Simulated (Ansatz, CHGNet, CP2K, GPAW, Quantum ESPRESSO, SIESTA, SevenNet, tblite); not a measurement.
# GPAW on liquid diethyl ether at 300 K (75 atoms): settings against a plane-wave reference, part 2 of 2

How do the settings of GPAW change the result for liquid diethyl ether at 300 K (75 atoms)? A plane-wave run serves as the yardstick.

Program: GPAW 26.7.0; the method stands at each step. Banners, paths, timers and routine set-up lines are dropped from the logs unmarked, and long logs keep their key lines alone; longer cuts are marked.

So far. Step 2 (PBE, LCAO dzp, h 0.18 Å): Forces lie 17 % from the reference's, at 2.5 times its CPU time (on 1 against 4 cores). Step 3 (PBE, LCAO dzp, h 0.25 Å): Against the first run (17 %), the force difference from the reference is 18 %, at 0.64 times the CPU time: the grid matters here.

### Step 4. PBE, LCAO sz(dzp), h 0.18 Å

Method: Kohn-Sham DFT, PBE, PAW, atomic orbitals (sz(dzp)).

run.py reads:

```python
import numpy as np
from ase.io import read
from gpaw import GPAW, FermiDirac

atoms = read("structure.xyz")
atoms.calc = GPAW(
    mode="lcao",
    basis="sz(dzp)",
    h=0.18,
    xc="PBE",
    kpts={"size": (1, 1, 1), "gamma": True},
    occupations=FermiDirac(0.05),
    maxiter=200,
    symmetry={"point_group": False},
    txt="gpaw.txt",
)
energy = atoms.get_potential_energy(force_consistent=True)
forces = atoms.get_forces()
print(f"energy {energy:.6f} eV")
print("forces (eV/A)")
for i, (a, f) in enumerate(zip(atoms, forces)):
    print(f"{i:4d} {a.symbol:2s} {f[0]:10.5f} {f[1]:10.5f} {f[2]:10.5f}")
print(f"Fermi level {atoms.calc.get_fermi_level():.4f} eV")
for k in range(len(atoms.calc.get_ibz_k_points())):
    for s in range(atoms.calc.get_number_of_spins()):
        e = atoms.calc.get_eigenvalues(kpt=k, spin=s)
        n = np.searchsorted(e, atoms.calc.get_fermi_level())
        print(f"k {k} spin {s} levels about the Fermi level:", np.round(e[max(n - 6, 0):n], 4).tolist(), "|", np.round(e[n:n + 6], 4).tolist())
```

structure.xyz reads:

```xyz
75
Lattice="9.53465 0.00000 0.00000 0.00000 9.53465 0.00000 0.00000 0.00000 9.53465" Properties=species:S:1:pos:R:3 pbc="T T T"
[... 75 atom lines left out: the same atoms as in the first run ...]
```

Run with:

```sh
> OMP_NUM_THREADS=1 python run.py > output.txt
```

Log:

```text
energy -314.094483 eV
forces (eV/A)
   0 C     4.33658   -4.97978    3.91970
   1 C    -3.05343    0.14433    3.44433
   2 O    -4.69658   -0.87605   -5.15053
   3 C    -1.77628    1.88283    8.45711
   4 C    -0.41516    0.45240   -6.63056
   5 H     0.39112    0.72539    1.44725
   6 H    -4.37248   -1.58771    0.72296
   7 H    -0.04878    5.46028   -5.69021
   8 H     5.35301    1.59711   -0.29739
   9 H     0.53737   -0.11623    1.38930
  10 H     0.85680   -1.23355    0.89979
  11 H     7.08266    2.65755   -2.87514
[...]
70 H     3.04660    1.21757    5.23983
  71 H    -1.92021   -8.37924    0.07821
  72 H    -1.61312   -0.27719    1.94765
  73 H    -0.17419   -0.87879   -0.71776
  74 H     1.11436    2.64686    0.21043
Fermi level 0.2001 eV
k 0 spin 0 levels about the Fermi level: [-3.5278, -2.5493, -2.4521, -2.226, -2.1871, -2.0033] | [4.2605, 4.6192, 4.7092, 4.8284, 5.2217, 5.5912]
```

gpaw.txt:

```text
Input parameters:
  mode=LCAO(),
  basis={'default': 'sz(dzp)'},
  h=0.18,
  kpts=MonkhorstPack(size=(1, 1, 1), gamma=True),
  maxiter=200,
  occupations=Occupations(name='fermi-dirac', width=0.05, fixmagmom=False),
  symmetry=Symmetry(point_group=False),
  xc=XC(name='PBE')
[... lines left out ...]
  Fermi-Dirac:
[... lines left out ...]
convergence criteria:
- Maximum [total energy] change in last 3 cyles: 0.0005 eV / valence electron
[... lines left out ...]
Converged in 8 steps
[... lines left out ...]
  Free energy:    -314.094483
[... lines left out ...]
Fermi level: 0.200
[... lines left out ...]
|          0 |       -24.272 |     2.000 |
|        ... |               |           |
|         72 |        -4.314 |     2.000 |
|         73 |        -4.038 |     2.000 |
[...]
|         87 |         5.820 |     0.000 |
|        ... |               |           |
|         99 |         7.384 |     0.000 |
Gap: 6.264 eV
Transition (v -> c):
  (s=0, k=0, n=79, [0.00, 0.00, 0.00]) -> (s=0, k=0, n=80, [0.00, 0.00, 0.00])
No difference between direct/indirect transitions
Force computation time: 1.670  # s
timing:  # [seconds]
  Total:  16.436  # ━━━━━━━━━━━━━━━━━━━━━━━━━━━━━━━━━━━━━━━━━━━━━━━━━━━━━━━━━
  Init:    4.306  # ━━━━━━━━━━━━━━━
  SCF:    10.437  # ━━━━━━━━━━━━━━━━━━━━━━━━━━━━━━━━━━━━
  Forces:  1.670  # ━━━━━━
```

Elapsed: 18 s, on 1 thread of Arm Neoverse V1, shared host; peak memory 0.57 GiB.

Against the reference:

```
r.m.s. force component                           : 2.942 eV/Å
r.m.s. difference of force components            : 1821 meV/Å
longest difference of force vectors              : 4994 meV/Å
force difference over r.m.s. force               : 98.84 %
slope of forces against the reference's          : 1.287
correlation of force components                  : 0.8058
gap (highest filled to lowest empty level) : 6.264 eV
gap difference                                   : 1.915 eV
```

This is a coarse setting, run to see what it loses.

Against the first run (17 %), the force difference from the reference is 99 %, at 0.43 times the CPU time, with 150 basis functions against 575: the smaller basis costs accuracy.

### Step 5. A run with a doubtful setting

Edit run.py of step 4 so:

```diff
@@ -7,3 +7,3 @@
     mode="lcao",
-    basis="sz(dzp)",
+    basis="dzp",
     h=0.18,
@@ -12,4 +12,5 @@
     occupations=FermiDirac(0.05),
-    maxiter=200,
+    maxiter=60,
     symmetry={"point_group": False},
+    nbands=40,
     txt="gpaw.txt",
```

structure.xyz is that of step 4.

Log:

```text
ValueError: Too few bands!  Electrons: 160.0, bands: 40
```

gpaw.txt:

```text
Input parameters:
  mode=LCAO(),
  basis={'default': 'dzp'},
  h=0.18,
  kpts=MonkhorstPack(size=(1, 1, 1), gamma=True),
  maxiter=60,
  nbands=40,
  occupations=Occupations(name='fermi-dirac', width=0.05, fixmagmom=False),
  symmetry=Symmetry(point_group=False),
  xc=XC(name='PBE')
timing:  # [seconds]
  Total: 0.122  # ━━━━━━━━━━━━━━━━━━━━━━━━━━━━━━━━━━━━━━━━━━━━━━━━━━━━━━━━━━━
  Init:  0.103  # ━━━━━━━━━━━━━━━━━━━━━━━━━━━━━━━━━━━━━━━━━━━━━━━━━╸
```

The job ended after 1.4 s (1 thread; peak memory 0.13 GiB).

The program stopped at the start. The fault in the input: too few bands (bands 40).

### Step 6. Side by side

Differences are against the plane-wave reference, forces as r.m.s. over components; share is that over the reference's r.m.s. force, slope the least-squares factor from reference forces to these. Total energies of different programs have different zeros and aren't compared.

| run | Δ force, r.m.s. (meV/Å) | share (%) | slope | Δ gap (eV) | cores | CPU time | memory (GiB) |
| --- | --- | --- | --- | --- | --- | --- | --- |
| reference | - | - | - | - | 4 | 16 s | 0.76 |
| GPAW PBE, LCAO dzp, h 0.18 Å | 316 | 17.2 | 1.076 | 0.496 | 1 | 41 s | 0.71 |
| GPAW PBE, LCAO dzp, h 0.25 Å (coarse) | 337 | 18.3 | 1.075 | 0.494 | 1 | 26 s | 0.4 |
| GPAW PBE, LCAO sz(dzp), h 0.18 Å (coarse) | 1821 | 98.8 | 1.287 | 1.91 | 1 | 18 s | 0.57 |

Rows marked coarse were listed beforehand as settings not expected to be converged; some can still land near the reference.

CPU time is summed over cores on a shared host, where runs went side by side, so it is rough. Symmetry, cutoffs, thresholds, outputs and thread counts weren't matched or tuned between programs; memory under MPI is the largest rank's times the ranks.

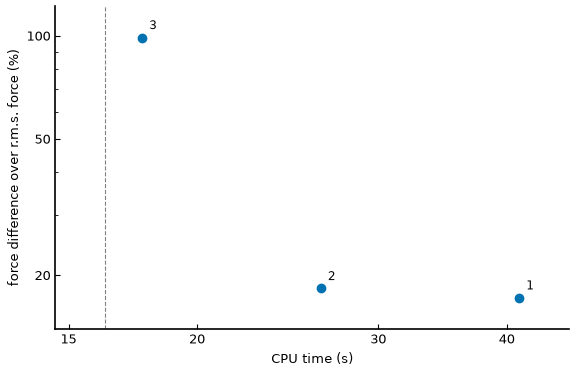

Force difference against CPU time; the dashed line marks the reference's time. Points: 1 GPAW PBE, LCAO dzp, h 0.18 Å; 2 GPAW PBE, LCAO dzp, h 0.25 Å; 3 GPAW PBE, LCAO sz(dzp), h 0.18 Å.

Within one program, basis, potentials and functional, energies share a zero. Each run against its twin at the usual cutoff or grid and solver:

| run | twin | Δ energy (meV/atom) | Δ force, r.m.s. (meV/Å) | CPU time over the twin's |
| --- | --- | --- | --- | --- |
| GPAW PBE, LCAO dzp, h 0.25 Å | LCAO dzp, h 0.18 Å | 94.6 | 102 | 0.64 |

A second geometry, displaced anew (every atom was moved at random, 0.04 Å r.m.s. a Cartesian component (hydrogen 0.6 of that)), gives an energy difference that all programs can be tested on. The reference puts it at -17.77 meV/atom.

| run | energy less the first geometry's (meV/atom) | error (meV/atom) | force share at the second geometry (%) |
| --- | --- | --- | --- |
| GPAW PBE, LCAO dzp, h 0.18 Å | -17.67 | 0.0934 | 20.6 |
| GPAW PBE, LCAO dzp, h 0.25 Å | -18.28 | -0.517 | 22.0 |
| GPAW PBE, LCAO sz(dzp), h 0.18 Å | -8.930 | 8.84 | 122 |

### Step 7. Results

| Quantity | Value |
| --- | --- |
| nearest in forces | GPAW PBE, LCAO dzp, h 0.18 Å, 17 % |
| its CPU time | 41 s |

The PBE run in local orbitals, coarse settings apart, differs by 17 % (GPAW PBE, LCAO dzp, h 0.18 Å); basis, grid and potentials can all enter. Runs with settings chosen to be coarse differ by 18 % (GPAW PBE, LCAO dzp, h 0.25 Å) to 99 % (GPAW PBE, LCAO sz(dzp), h 0.18 Å), their programs' other errors included. None of the electronic-structure runs in the table takes under half the reference's CPU time of 16 s; they take 1.1 to 2.5 times as much. At the same functional, gaps differ from the reference's 4.35 eV by between +0.49 and +1.91 eV. A likely cause of the wide gaps: compact atomic orbitals describe empty levels worse than filled ones. The energy difference between the two geometries, -17.8 meV/atom in the reference, is met best by GPAW PBE, LCAO dzp, h 0.18 Å (+0.0934) and worst by GPAW PBE, LCAO sz(dzp), h 0.18 Å (coarse) (+8.84). With short bonds to hydrogen, sets of potentials differ among themselves by several per cent in forces even at converged cutoffs, so the reference isn't exact here either. The network of contacts between molecules at the start is that of the classical potential that made the cell, and needn't be the one that DFT or experiment would give. The reference's PBE has no dispersion term, which matters for the binding between molecules or layers. The electronic-structure runs sample only Γ, in a cell whose shortest periodic width is 10 Å.

[Also dropped from logs without a mark: logging warnings of Python, and SIESTA's first energy breakdown and zero terms.]

[Logs are printed without paths, hosts, clocks, repeated set-up lines and the standing remarks that a program may print on its own settings, such as how far it seeks lower states.]

[Hosts, paths, dates, database ids (printed as entryN), source tags and the programs' standing remarks are cut or masked in the printed files.]
